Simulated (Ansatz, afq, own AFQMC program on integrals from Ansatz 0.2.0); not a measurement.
# CHAl (triplet): quantum Monte Carlo beside coupled cluster at distance Al1–C2 = 2.340 Å, 6-31G, part 1 of 2

Aim: compute CHAl (triplet) with auxiliary-field quantum Monte Carlo on the same integrals as coupled cluster, and set the energies side by side.

Program: Ansatz 0.2.0, Gaussian basis, and an in-house AFQMC program (afq) on its integrals; all values are calculated. Level of theory: 6-31G, frozen cores. These are calculated values, not measurements.

The runs, in order: Full CI; PBE (unrestricted); r2SCAN (unrestricted); PBE0 (unrestricted); CCSD(T) on UHF; B3LYP (unrestricted); Full CI; wB97M-V (unrestricted); B2PLYP (unrestricted); Full CI (quintet); CCSDT(Q) on UHF; CCSDTQ on UHF; Phaseless AFQMC, CISD trial on UHF; Free-projection AFQMC, CISD trial on UHF; CCSD(T) on ROHF; Full CI; CCSDT(Q) on ROHF; CCSDTQ on ROHF; Phaseless AFQMC, CISD trial on ROHF; Free-projection AFQMC, CISD trial on ROHF.

4 further runs of the same task are left out: 4 that didn't finish.

### Step 1. What is computed

The geometry derives from a PBE0/def2-TZVP stationary point (not a proven minimum). One bond is set to the value named and the two fragments are kept rigid.

3 atoms, charge 0, spin multiplicity 3.

Atoms are counted from 1 here; the program's logs count them from 0.

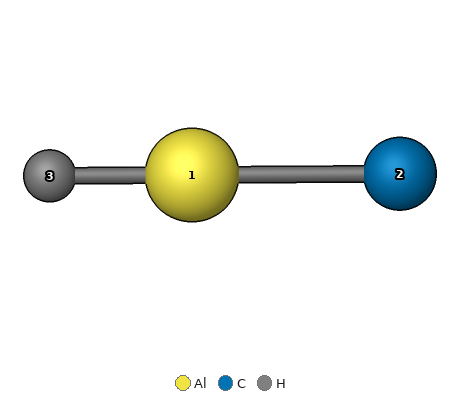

The structure; aluminium yellow, carbon blue, hydrogen grey; atoms are numbered from 1 in the order of the file.

As a file:

```xyz
3
CHAl
Al    0.0000    0.0000    0.2464
C     0.0000    0.0000   -2.0936
H     0.0000    0.0000    1.8473
```

### Step 2. Full CI

in.yaml reads:

```yaml
crystal:
  periodic: [false, false, false]
  atoms:
    - {symbol: Al, position_ang: [0.000000, 0.000000, 0.246367]}
    - {symbol: C, position_ang: [0.000000, 0.000000, -2.093633]}
    - {symbol: H, position_ang: [0.000000, 0.000000, 1.847267]}
basis:
  gaussian: {orbitals: 6-31G}
magnetization: {spin_polarized: false, initial_magnetization: 2}
correlation: {method: fci, electrons: outside_noble_gas}
```

Run with:

```console
ansatz run in.yaml --threads 1 --pin off --events-out ev --progress --plain --max-ram 16896MiB --backend cuda --devices 0, --max-vram 18GiB
```

What it wrote (excerpt; [...] marks lines left out):

```text
Functional definition: HF
  name "HF"
  cite "Fock, Z. Phys. 61, 126 (1930) doi:10.1007/BF01340294"
  parent pbe
[...]
499 factors; integrals over basis functions are off by at most 1.2e-7 eV
[...]
mean field -7622.26900218 eV, -280.1132192707 hartree, gradient 6.2e-6 eV, S^2 2.000000; 8 other end points of the search recorded, 0 dependent functions left out
[...]
determinant -7622.26900218 eV, -280.1132192707 hartree, with singles and doubles -7625.29910231 eV, -280.2245733965 hartree
determinant -7620.23881142 eV, -280.0386111362 hartree, with singles and doubles -7623.19180575 eV, -280.1471316763 hartree
determinant -7619.53884430 eV, -280.0128878192 hartree, with singles and doubles -7623.89473244 eV, -280.1729637557 hartree
6 core orbitals not correlated: weight in the atoms' cores, before any rotation towards them, 1.000 or more for the frozen orbitals, at most 0.000 for the correlated occupied ones
reference -7622.26900218 eV, -280.1132192707 hartree; 5, 3 occupied and 13, 15 virtual orbitals, 499 factors
state -7625.52504935 eV, -280.2328767970 hartree
Total energy: -7625.52504935 eV, -280.2328767970 hartree
```

Wall time 3.5 s (1 × NVIDIA H100 80GB HBM3 with 1 thread of AMD EPYC 7R13 (Zen 3), shared host); peak host memory 1.5 GiB.

From the report: 2,340,352 determinants, symmetry A2.

### Step 3. PBE (unrestricted)

Changes to in.yaml since step 2:

```diff
@@ -8,3 +8,4 @@
   gaussian: {orbitals: 6-31G}
-magnetization: {spin_polarized: false, initial_magnetization: 2}
-correlation: {method: fci, electrons: outside_noble_gas}
+magnetization: {spin_polarized: true, initial_magnetization: 2}
+hamiltonian: {xc: {name: PBE}}
+output: {orbitals: {seedname: orbitals}}
```

Run with:

```console
ansatz run in.yaml --threads 1 --pin off --events-out ev --progress --plain --max-ram 5632MiB --backend cpu
```

What it wrote (excerpt; [...] marks lines left out):

```text
Functional definition: PBE
  name "PBE"
  cite "Perdew, Burke & Ernzerhof, Phys. Rev. Lett. 77, 3865 (1996) doi:10.1103/PhysRevLett.77.3865"
  parent pbe
[...]
297 factors; integrals over basis functions are off by at most 1.4e-4 eV
[...]
mean field -7637.38374164 eV, -280.6686757008 hartree, gradient 4.9e-5 eV, S^2 2.007579; 0 other end points of the search recorded, 0 dependent functions left out
reference -7637.38378128 eV, -280.6686771573 hartree; 11, 9 occupied and 13, 15 virtual orbitals, 297 factors
Total energy: -7637.38378128 eV, -280.6686771573 hartree
```

It took 0.45 s on 1 thread of AMD EPYC 7R13 (Zen 3), shared host; peak memory 1.5 GiB.

From the report: ⟨S²⟩ of the determinant 2.008 (pure triplet: 2.00).

### Step 4. r2SCAN (unrestricted)

Changes to in.yaml since step 3:

```diff
@@ -9,3 +9,2 @@
 magnetization: {spin_polarized: true, initial_magnetization: 2}
-hamiltonian: {xc: {name: PBE}}
-output: {orbitals: {seedname: orbitals}}
+hamiltonian: {xc: {name: r2SCAN}}
```

Same command.

What it wrote (excerpt; [...] marks lines left out):

```text
Functional definition: r2SCAN
  name "r2SCAN"
  cite "Furness, Kaplan, Ning, Perdew & Sun, J. Phys. Chem. Lett. 11, 8208 (2020) doi:10.1021/acs.jpclett.0c02405"
  cite "Furness, Kaplan, Ning, Perdew & Sun, J. Phys. Chem. Lett. 11, 9248 (2020) doi:10.1021/acs.jpclett.0c03077"
  parent r2scan
[...]
297 factors; integrals over basis functions are off by at most 1.4e-4 eV
[...]
mean field -7641.00449352 eV, -280.8017358781 hartree, gradient 6.1e-5 eV, S^2 2.023818; 3 other end points of the search recorded, 0 dependent functions left out
reference -7641.00450857 eV, -280.8017364311 hartree; 11, 9 occupied and 13, 15 virtual orbitals, 297 factors
Total energy: -7641.00450857 eV, -280.8017364311 hartree
```

Run time: 1.2 s. Hardware: 1 thread of AMD EPYC 7R13 (Zen 3), shared host; peak memory 1.5 GiB.

From the report: ⟨S²⟩ of the determinant 2.024 (pure triplet: 2.00).

### Step 5. PBE0 (unrestricted)

Changes to in.yaml since step 4:

```diff
@@ -9,2 +9,3 @@
 magnetization: {spin_polarized: true, initial_magnetization: 2}
-hamiltonian: {xc: {name: r2SCAN}}
+hamiltonian: {xc: {name: PBE0}}
+output: {orbitals: {seedname: orbitals}}
```

Same command.

What it wrote (excerpt; [...] marks lines left out):

```text
Functional definition: PBE0
  name "PBE0"
  cite "Adamo & Barone, J. Chem. Phys. 110, 6158 (1999) doi:10.1063/1.478522"
  cite "Perdew, Burke & Ernzerhof, Phys. Rev. Lett. 77, 3865 (1996) doi:10.1103/PhysRevLett.77.3865"
  parent pbe
[...]
297 factors; integrals over basis functions are off by at most 1.4e-4 eV
[...]
mean field -7637.83584998 eV, -280.6852903756 hartree, gradient 1.6e-5 eV, S^2 2.020558; 3 other end points of the search recorded, 0 dependent functions left out
reference -7637.83587869 eV, -280.6852914309 hartree; 11, 9 occupied and 13, 15 virtual orbitals, 297 factors
Total energy: -7637.83587869 eV, -280.6852914309 hartree
```

Wall time 0.73 s (1 thread of AMD EPYC 7R13 (Zen 3), shared host); peak memory 1.5 GiB.

From the report: ⟨S²⟩ of the determinant 2.021 (pure triplet: 2.00).

### Step 6. CCSD(T) on UHF

Changes to in.yaml since step 5:

```diff
@@ -9,3 +9,2 @@
 magnetization: {spin_polarized: true, initial_magnetization: 2}
-hamiltonian: {xc: {name: PBE0}}
-output: {orbitals: {seedname: orbitals}}
+correlation: {method: ccsd_t, electrons: outside_noble_gas, hamiltonian_folder: ham}
```

Run with:

```console
ansatz run in.yaml --threads 1 --pin off --events-out ev --progress --plain --max-ram 16896MiB --backend cuda --devices 0, --max-vram 18GiB
```

What it wrote (excerpt; [...] marks lines left out):

```text
Functional definition: HF
  name "HF"
  cite "Fock, Z. Phys. 61, 126 (1930) doi:10.1007/BF01340294"
  parent pbe
[...]
297 factors; integrals over basis functions are off by at most 1.4e-4 eV
[...]
mean field -7622.44140946 eV, -280.1195551214 hartree, gradient 1.7e-6 eV, S^2 2.261674; 20 other end points of the search recorded, 0 dependent functions left out
[...]
reference -7622.44140946 eV, -280.1195551214 hartree; 5, 3 occupied and 13, 15 virtual orbitals, 297 factors
second order -1.84955139 eV of doubles, -0.00000000 eV of singles
cycle   1  -2.84675289 eV  change    1.4e-3 eV  update   5.1e-3
[...]
cycle  13  -2.85761280 eV  change    4.9e-6 eV  update   3.0e-6
perturbative correction -0.13980932 eV, -0.0051378979 hartree
Total energy: -7625.43883158 eV, -280.2297083526 hartree
```

Wall time 2.6 s (1 × NVIDIA H100 80GB HBM3 with 1 thread of AMD EPYC 7R13 (Zen 3), shared host); peak host memory 1.5 GiB.

From the report: ⟨S²⟩ of the determinant 2.262 (pure triplet: 2.00); correlation -2.9974 eV; T1 0.087; largest double amplitude 0.11.

This run also writes the integrals to the folder ham.

### Step 7. B3LYP (unrestricted)

Changes to in.yaml since step 6:

```diff
@@ -9,2 +9,2 @@
 magnetization: {spin_polarized: true, initial_magnetization: 2}
-correlation: {method: ccsd_t, electrons: outside_noble_gas, hamiltonian_folder: ham}
+hamiltonian: {xc: {name: B3LYP}}
```

Run with:

```console
ansatz run in.yaml --threads 1 --pin off --events-out ev --progress --plain --max-ram 5632MiB --backend cpu
```

What it wrote (excerpt; [...] marks lines left out):

```text
Functional definition: B3LYP
  name "B3LYP"
  cite "Stephens, Devlin, Chabalowski & Frisch, J. Phys. Chem. 98, 11623 (1994) doi:10.1021/j100096a001"
  cite "Becke, Phys. Rev. A 38, 3098 (1988) doi:10.1103/PhysRevA.38.3098"
  cite "Lee, Yang & Parr, Phys. Rev. B 37, 785 (1988) doi:10.1103/PhysRevB.37.785"
  cite "Vosko, Wilk & Nusair, Can. J. Phys. 58, 1200 (1980) doi:10.1139/p80-159"
[...]
297 factors; integrals over basis functions are off by at most 1.4e-4 eV
[...]
mean field -7643.04434330 eV, -280.8766989748 hartree, gradient 2.2e-5 eV, S^2 2.017148; 0 other end points of the search recorded, 0 dependent functions left out
reference -7643.04455127 eV, -280.8767066175 hartree; 11, 9 occupied and 13, 15 virtual orbitals, 297 factors
Total energy: -7643.04455127 eV, -280.8767066175 hartree
```

It took 0.56 s on 1 thread of AMD EPYC 7R13 (Zen 3), shared host; peak memory 1.5 GiB.

From the report: ⟨S²⟩ of the determinant 2.017 (pure triplet: 2.00).

### Step 8. Full CI

in.yaml reads:

```yaml
hamiltonian:
  integrals:
    folder: ../ham
correlation: {method: fci}
```

Run with:

```console
ansatz run in.yaml --threads 1 --pin off --events-out ev --progress --plain --max-ram 16896MiB --backend cuda --devices 0, --max-vram 18GiB
```

What it wrote:

```text
Functional definition: HF
  name "HF"
  cite "Fock, Z. Phys. 61, 126 (1930) doi:10.1007/BF01340294"
  parent pbe
  exchange = exact_x
  correlation = 0
reference -7622.44140946 eV, -280.1195551214 hartree; 5, 3 occupied and 13, 15 virtual orbitals, 297 factors
state -7625.52525791 eV, -280.2328844614 hartree
Total energy: -7625.52525791 eV, -280.2328844614 hartree
```

Run time: 2.1 s. Hardware: 1 × NVIDIA H100 80GB HBM3 with 1 thread of AMD EPYC 7R13 (Zen 3), shared host; peak host memory 1.5 GiB.

From the report: 1,754,368 determinants.

### Step 9. wB97M-V (unrestricted)

in.yaml reads:

```yaml
crystal:
  periodic: [false, false, false]
  atoms:
    - {symbol: Al, position_ang: [0.000000, 0.000000, 0.246367]}
    - {symbol: C, position_ang: [0.000000, 0.000000, -2.093633]}
    - {symbol: H, position_ang: [0.000000, 0.000000, 1.847267]}
basis:
  gaussian: {orbitals: 6-31G}
magnetization: {spin_polarized: true, initial_magnetization: 2}
hamiltonian: {xc: {name: wB97M-V}}
output: {orbitals: {seedname: orbitals}}
```

Run with:

```console
ansatz run in.yaml --threads 1 --pin off --events-out ev --progress --plain --max-ram 5632MiB --backend cpu
```

What it wrote (excerpt; [...] marks lines left out):

```text
Functional definition: wB97M-V
  name "wB97M-V"
  cite "Mardirossian & Head-Gordon, J. Chem. Phys. 144, 214110 (2016) doi:10.1063/1.4952647"
  cite "Becke, J. Chem. Phys. 107, 8554 (1997) doi:10.1063/1.475007"
  cite "Vydrov & Van Voorhis, J. Chem. Phys. 133, 244103 (2010) doi:10.1063/1.3521275"
  # Of w^i u^j: cxij and so on, Table III.
[...]
  gx(w, u) = 1 - cx + cx01*u + cx10*w
[...]
297 factors; integrals over basis functions are off by at most 1.4e-4 eV
121 factors; integrals over basis functions are off by at most 4.7e-6 eV
[...]
mean field -7641.33918791 eV, -280.8140356699 hartree, gradient 2.2e-5 eV, S^2 2.068386; 0 other end points of the search recorded, 0 dependent functions left out
reference -7641.33922750 eV, -280.8140371250 hartree; 11, 9 occupied and 13, 15 virtual orbitals, 297 factors
Total energy: -7641.33922750 eV, -280.8140371250 hartree
```

It took 2.4 s on 1 thread of AMD EPYC 7R13 (Zen 3), shared host; peak memory 1.5 GiB.

From the report: ⟨S²⟩ of the determinant 2.068 (pure triplet: 2.00).

### Step 10. B2PLYP (unrestricted)

Changes to in.yaml since step 9:

```diff
@@ -9,3 +9,3 @@
 magnetization: {spin_polarized: true, initial_magnetization: 2}
-hamiltonian: {xc: {name: wB97M-V}}
-output: {orbitals: {seedname: orbitals}}
+hamiltonian: {xc: {name: B2PLYP}}
+correlation: {electrons: outside_noble_gas}
```

Launched as before.

What it wrote (excerpt; [...] marks lines left out):

```text
Functional definition: B2PLYP
  name "B2PLYP"
  cite "Grimme, J. Chem. Phys. 124, 034108 (2006) doi:10.1063/1.2148954"
  cite "Becke, Phys. Rev. A 38, 3098 (1988) doi:10.1103/PhysRevA.38.3098"
  cite "Lee, Yang & Parr, Phys. Rev. B 37, 785 (1988) doi:10.1103/PhysRevB.37.785"
[...]
297 factors; integrals over basis functions are off by at most 1.4e-4 eV
[...]
mean field -7636.50809283 eV, -280.6364962003 hartree, gradient 9.5e-6 eV, S^2 2.063200; 4 other end points of the search recorded, 0 dependent functions left out
6 core orbitals not correlated: weight in the atoms' cores, before any rotation towards them, 1.000 or more for the frozen orbitals, at most 0.000 for the correlated occupied ones
reference -7636.50822252 eV, -280.6365009666 hartree; 5, 3 occupied and 13, 15 virtual orbitals, 297 factors
second order -3.13059134 eV of doubles, -0.00000000 eV of singles
Total energy: -7637.35348219 eV, -280.6675636862 hartree
```

It took 0.88 s on 1 thread of AMD EPYC 7R13 (Zen 3), shared host; peak memory 1.5 GiB.

From the report: ⟨S²⟩ of the determinant 2.063 (pure triplet: 2.00).

### Step 11. Full CI (quintet)

Changes to in.yaml since step 10:

```diff
@@ -8,4 +8,3 @@
   gaussian: {orbitals: 6-31G}
-magnetization: {spin_polarized: true, initial_magnetization: 2}
-hamiltonian: {xc: {name: B2PLYP}}
-correlation: {electrons: outside_noble_gas}
+magnetization: {spin_polarized: false, initial_magnetization: 4}
+correlation: {method: fci, electrons: outside_noble_gas}
```

Run with:

```console
ansatz run in.yaml --threads 1 --pin off --events-out ev --progress --plain --max-ram 16896MiB --backend cuda --devices 0, --max-vram 18GiB
```

What it wrote (excerpt; [...] marks lines left out):

```text
Functional definition: HF
  name "HF"
  cite "Fock, Z. Phys. 61, 126 (1930) doi:10.1007/BF01340294"
  parent pbe
[...]
500 factors; integrals over basis functions are off by at most 8.6e-8 eV
[...]
mean field -7621.24805306 eV, -280.0757000823 hartree, gradient 2.6e-6 eV, S^2 6.000000; 13 other end points of the search recorded, 0 dependent functions left out
[...]
determinant -7620.99152869 eV, -280.0662729858 hartree, with singles and doubles -7623.48822310 eV, -280.1580248130 hartree
6 core orbitals not correlated: weight in the atoms' cores, before any rotation towards them, 1.000 or more for the frozen orbitals, at most 0.000 for the correlated occupied ones
reference -7621.24620401 eV, -280.0756321312 hartree; 6, 2 occupied and 12, 16 virtual orbitals, 500 factors
state -7623.63250725 eV, -280.1633271576 hartree
Total energy: -7623.63250725 eV, -280.1633271576 hartree
```

Wall time 2.7 s (1 × NVIDIA H100 80GB HBM3 with 1 thread of AMD EPYC 7R13 (Zen 3), shared host); peak host memory 1.5 GiB.

From the report: 717,584 determinants, symmetry A2.

### Step 12. CCSDT(Q) on UHF

Changes to in.yaml since step 11:

```diff
@@ -8,3 +8,3 @@
   gaussian: {orbitals: 6-31G}
-magnetization: {spin_polarized: false, initial_magnetization: 4}
-correlation: {method: fci, electrons: outside_noble_gas}
+magnetization: {spin_polarized: true, initial_magnetization: 2}
+correlation: {method: ccsdt_q, electrons: outside_noble_gas}
```

Same command.

What it wrote (excerpt; [...] marks lines left out):

```text
Functional definition: HF
  name "HF"
  cite "Fock, Z. Phys. 61, 126 (1930) doi:10.1007/BF01340294"
  parent pbe
[...]
499 factors; integrals over basis functions are off by at most 1.2e-7 eV
[...]
mean field -7622.44146645 eV, -280.1195572155 hartree, gradient 1.8e-6 eV, S^2 2.261679; 19 other end points of the search recorded, 0 dependent functions left out
[...]
reference -7622.44146645 eV, -280.1195572155 hartree; 5, 3 occupied and 13, 15 virtual orbitals, 499 factors
second order -1.84956586 eV of doubles, -0.00000000 eV of singles
cycle   1  -2.28213460 eV  change   -4.3e-1 eV  update   1.0e-1
[...]
cycle  27  -3.07174930 eV  change    4.6e-7 eV  update   2.0e-7
perturbative correction -0.02120096 eV, -0.0007791209 hartree
Total energy: -7625.53441671 eV, -280.2332210411 hartree
```

Run time: 6 s. Hardware: 1 × NVIDIA H100 80GB HBM3 with 1 thread of AMD EPYC 7R13 (Zen 3), shared host; peak host memory 1.5 GiB.

From the report: ⟨S²⟩ of the determinant 2.262 (pure triplet: 2.00); correlation -3.0930 eV; T1 0.097; largest double amplitude 0.13.

### Step 13. CCSDTQ on UHF

Changes to in.yaml since step 12:

```diff
@@ -9,2 +9,2 @@
 magnetization: {spin_polarized: true, initial_magnetization: 2}
-correlation: {method: ccsdt_q, electrons: outside_noble_gas}
+correlation: {method: ccsdtq, electrons: outside_noble_gas}
```

The command is unchanged.

What it wrote (excerpt; [...] marks lines left out):

```text
Functional definition: HF
  name "HF"
  cite "Fock, Z. Phys. 61, 126 (1930) doi:10.1007/BF01340294"
  parent pbe
[...]
499 factors; integrals over basis functions are off by at most 1.2e-7 eV
[...]
mean field -7622.44146645 eV, -280.1195572155 hartree, gradient 1.8e-6 eV, S^2 2.261679; 19 other end points of the search recorded, 0 dependent functions left out
[...]
6 core orbitals not correlated: weight in the atoms' cores, before any rotation towards them, 1.000 or more for the frozen orbitals, at most 0.000 for the correlated occupied ones
reference -7622.44146645 eV, -280.1195572155 hartree; 5, 3 occupied and 13, 15 virtual orbitals, 499 factors
second order -1.84956586 eV of doubles, -0.00000000 eV of singles
cycle   1  -2.28213546 eV  change   -4.3e-1 eV  update   1.0e-1
[...]
cycle  33  -3.08325791 eV  change    6.2e-7 eV  update   3.4e-7
Total energy: -7625.52472436 eV, -280.2328648538 hartree
```

Wall time 17 s (1 × NVIDIA H100 80GB HBM3 with 1 thread of AMD EPYC 7R13 (Zen 3), shared host); peak host memory 1.5 GiB.

From the report: ⟨S²⟩ of the determinant 2.262 (pure triplet: 2.00); correlation -3.0833 eV; T1 0.097; largest double amplitude 0.13.

(Continued in part 2 of 2.)
